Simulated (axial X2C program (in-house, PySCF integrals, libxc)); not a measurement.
InRb: relativistic diatomic calculation

System: InRb, single determinant with Ω = 0.
Method: PBE0, two-component X2C with atomic mean-field Coulomb and Gaunt terms, In dyall-v2z, Rb dyall-v2z (cores contracted) (axial X2C program (in-house, PySCF integrals, libxc)).

**Outcome**

- outcome: converged
- bond length rₑ: 4.685 Å
- ωₑ: 53.77 cm⁻¹
- energy at the minimum: −8858.38936 hartree
- depth below the fragments: 0.24 eV
- hardware: 1 CPU thread, shared host
- wall time: 4.5 s

**What is odd here**

This input holds a deliberate oddity: sparse fitting set (auxb = 6.0). The program ran to the end. Its numbers are those of the input as typed; this run alone doesn't show how far the oddity moves them.

**Input file**
```
{"zs": [49, 37], "q": 0, "bas": ["dyall-v2z", "dyall-v2z"], "levels": ["PBE0", "HF", "PW91", "BP86"], "cc": false, "r0": 3.52, "npts": 10, "nst": 2, "ntry": 6, "opt": {"auxb": 6.0}}
```

The line is the task of a batch: nuclear charges, charge, bases, the levels to run, a first guess of the distance and further settings. This report covers PBE0 with spin-orbit coupling. The log is that of the reference distance 4.697 Å.

The run was one of a batch that the task file lists, launched with:
```bash
python <driver script> task.json out
```

**The program's output**
```
two-component X2C + atomic mean field  PBE0
basis functions 147  fitting functions 376  grid points 5810
iter        total energy     max residual
   1      -8858.387385313     1.36e-01
   2      -8858.389336022     2.94e-04
   3      -8858.389328607     4.79e-04
   4      -8858.389354394     8.98e-05
   5      -8858.389354590     3.23e-05
   6      -8858.389354793     7.38e-06
   7      -8858.389354824     5.88e-06
   8      -8858.389354843     4.07e-06
   9      -8858.389354855     2.95e-06
  10      -8858.389354865     7.87e-07
  11      -8858.389354866     1.25e-07
converged
one-electron -12622.88800000  Coulomb 3825.95819588  exact exchange -63.66309331  xc functional -197.56734115  nuclear repulsion 204.25767158  atomic mean-field constant -4.48678786
```

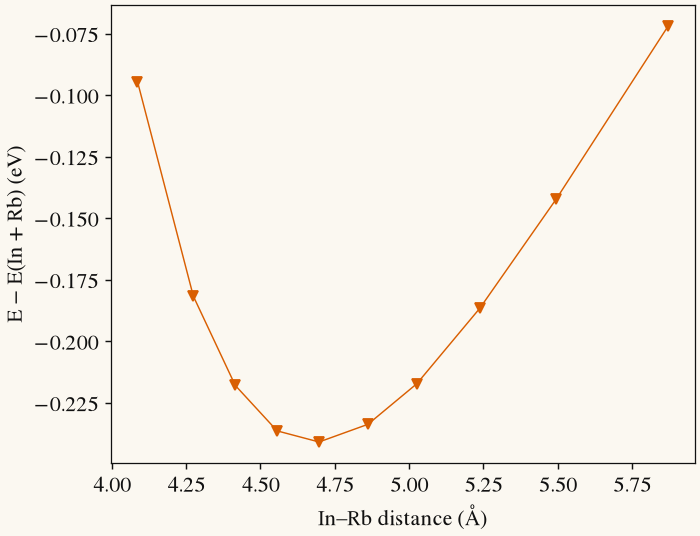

**Figure 1.** Energy at 10 bond lengths, for one set of occupations held fixed; the line joins the points. A polynomial of degree 6 through 9 points gives rₑ = 4.685 Å, ωₑ = 53.77 cm⁻¹, ωₑxₑ = 0.16 cm⁻¹ and Bₑ = 0.01573 cm⁻¹. The minimum lies 0.24 eV below In + Rb, each computed as one determinant at the same level.
